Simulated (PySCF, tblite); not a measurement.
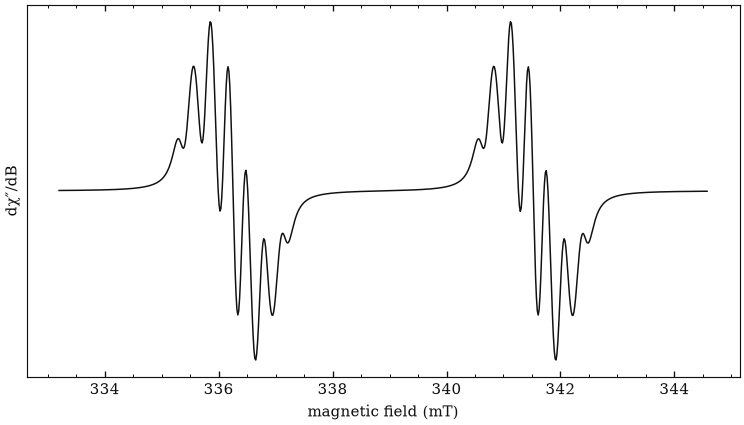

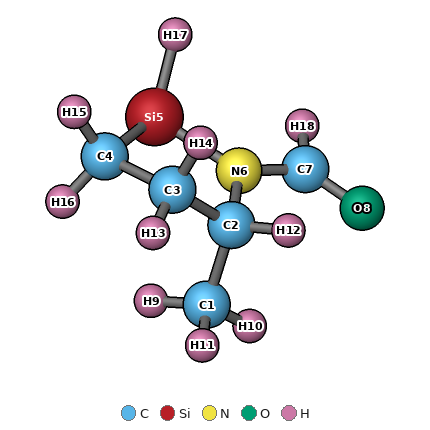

First-order isotropic EPR spectrum (fast tumbling, first derivative) of C₅H₁₀NOSi, SMILES C[C@@H]1CC[SiH]N1C=O, doublet at 9.50 GHz, Lorentzian lines of 0.26 mT full width at half height, from computed g and hyperfine couplings (B3LYP/pcH-1 in PySCF 2.14.0, at a GFN2-xTB geometry (a minimum by its frequencies), gas phase); values of one conformer, averaged over methyl-type rotors alone; other conformers aren't averaged in; no vibrational averaging; dilute isotopes left out. The SMILES is one Lewis form and needn't show where the spin sits.

> Which couplings does the calculation give? The spectrum shows the sizes of those above the line width, not their signs.

```
nuclei  isotope  a (mT)  a (MHz)
   H17       ¹H    5.27    147.7
   H16       ¹H    0.36     10.1
    N6      ¹⁴N    0.32      9.0
   H12       ¹H    0.31      8.7
   H15       ¹H    0.26      7.2
   H13       ¹H    0.24      6.6
   H14       ¹H   −0.03     −0.7
   H18       ¹H   −0.02     −0.6
```

> What is the g value, and how wide is the spectrum?

g_iso = 2.0029, which centres the spectrum at 338.9 mT; it spans 7.2 mT.

Note: the tight-binding geometry is rougher than a DFT one and adds to the error.
